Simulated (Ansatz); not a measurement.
All values below come from PBE (plane waves to 420 eV, PAW; Ansatz, a quantum-chemistry and plane-wave program).

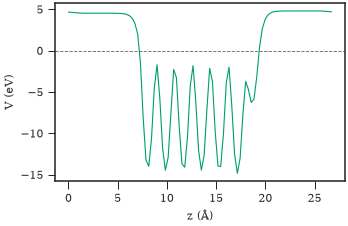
Fig. 1. Planar average of the electrostatic potential across the slab, in eV from the Fermi level, for a constructed model of the (100) surface of fcc Cu, c(2x2) layer of Si, one a cell, on the site that continues the host's stacking (bottom of the slab: a bare face, its two planes held)

Slab: 13 atoms, 10.9 Å thick at the start; k 10x10x1, smearing 0.1 eV, dipole-corrected; 4 atoms held, the rest relaxed; symmetry of the start imposed; no spin, no spin-orbit, no U. It is one candidate, not shown to be the stable structure of the face.

The vacuum level lies 4.79 eV above the Fermi level over the top face and 4.51 eV above it under the bottom face.
